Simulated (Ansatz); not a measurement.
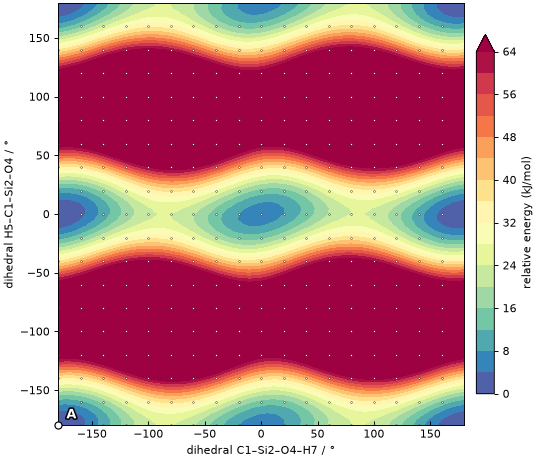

CH₃O₂Si, SMILES C=[Si]([O-])O, charge −1. First axis: dihedral C1–Si2–O4–H7. Second axis: dihedral H5–C1–Si2–O4. Nothing is relaxed (all other coordinates rigid). The grid has 18 × 18 points; 164 points were computed and 160 follow by symmetry. Points are written as (first, second). Energies: kJ/mol, counted from the lowest grid point. All numbers below come from RHF/def2-SVPD (Ansatz 0.2.0).

In the figure: filled contours, dots at the grid points, one colour for all values above the top of the scale, the point A. Between grid points the surface is interpolated.

### Find the lowest pass out of the well at A.

The easiest path leads from the well at (−180°, −180°) to the well at (0°, −180°), about 5.6 kJ/mol higher. Its highest point lies about 24 kJ/mol above the bottom of the first well on the interpolated surface, at about (−85°, 180°). Seen from the upper well the barrier is about 18 kJ/mol. This is the barrier on the constrained surface; relaxing the other coordinates would change it.

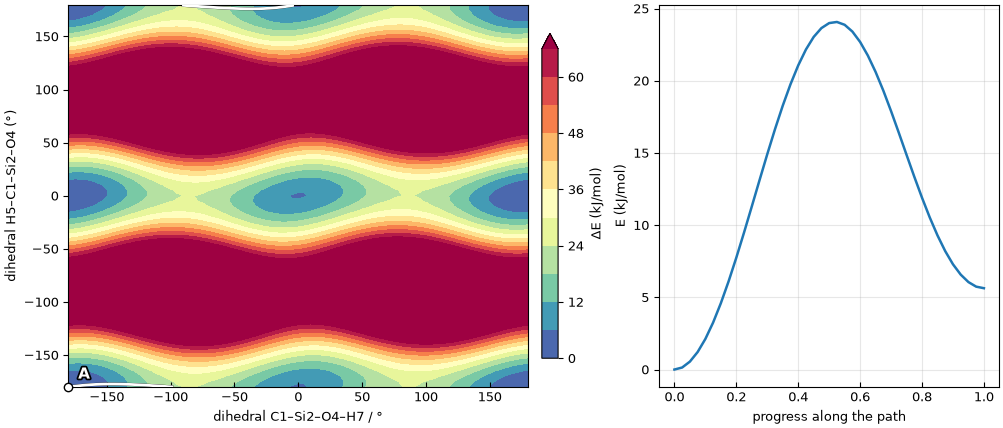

Drawn: filled contours, a line along the lowest path, one colour for all values above the top of the scale, the energy along the path at the right. Between grid points the surface is interpolated.
